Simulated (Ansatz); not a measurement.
The parent structure is CdS in the wurtzite structure (space group P6_3mc, No. 186; a = 4.124 Å, c = 6.708 Å).

The change: cell and atoms relaxed at a pressure of 15 GPa.

Method: PBEsol (Ansatz, a quantum-chemistry and plane-wave program, PAW, scalar-relativistic without spin-orbit coupling).

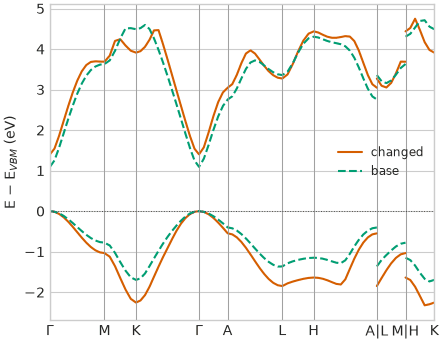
Fig. 1. Highest valence and lowest conduction band along the path, each from its own valence-band maximum

Question: Read the changed gap and its character from the plot.

Answer: About 1.4 eV, direct at Γ.

Load acts through the strain it causes; cell and atoms are relaxed under it. Whether these cells are dynamically stable was not tested. Measured, CdS leaves this structure (for rock salt) near 2.54 GPa (temperature not stated; as listed in Datta, Sujoy, Jana, Debnarayan, arXiv (2020)), on rising pressure, with hysteresis.
